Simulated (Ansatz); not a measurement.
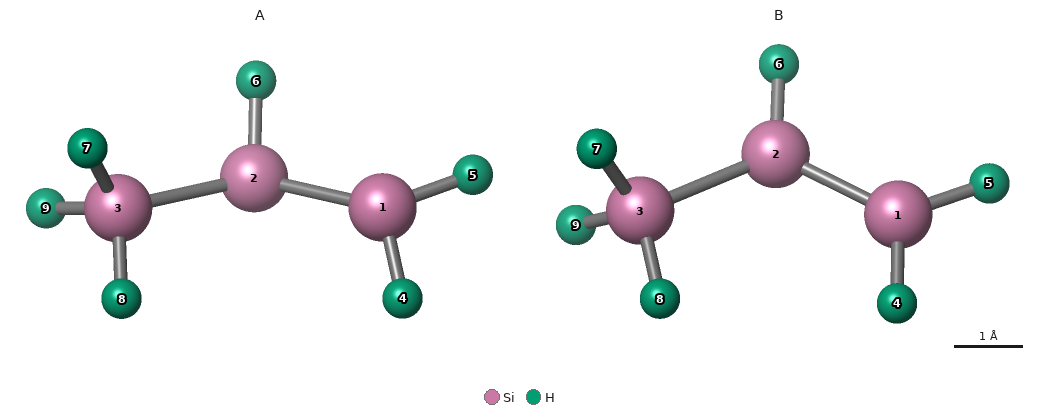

Two geometries of Si3H6, drawn at one scale. One is the start of a relaxation, the other its converged end. A ball-and-stick model, seen at a tilt.

Computed with RKS PBE0-D4/def2-SVP in Ansatz 0.2.0. (no spin polarisation; force threshold 0.02 eV/Å; at most 50 steps)

### Which of the two is the end point?

Structure B is the relaxed one. The run prepares an end point of a later path (hydrogen shift) calculation, from a guessed geometry. After 7 geometry steps the energy has fallen by 22.5 kJ/mol. The largest force component goes from 0.71 to 0.015 eV/Å. The atom that moves furthest after the best rigid fit is Si2 (0.44 Å). By element the largest moves are Si 0.44 Å, H 0.38 Å. Among the contacts that change: Si1–Si2 2.214 → 2.144 Å, Si3–H7 1.468 → 1.496 Å, Si2–Si3 2.296 → 2.319 Å, Si1–H4 1.470 → 1.488 Å. Bond angles that change, for instance: Si1–Si2–H6 106.2° → 119.2°, H4–Si1–H5 101.4° → 114.4°, Si3–Si2–H6 107.8° → 120.2°. Cost: 13 s on 2 threads of Arm Neoverse V1, with other jobs on the host, peak memory 0.16 GiB.
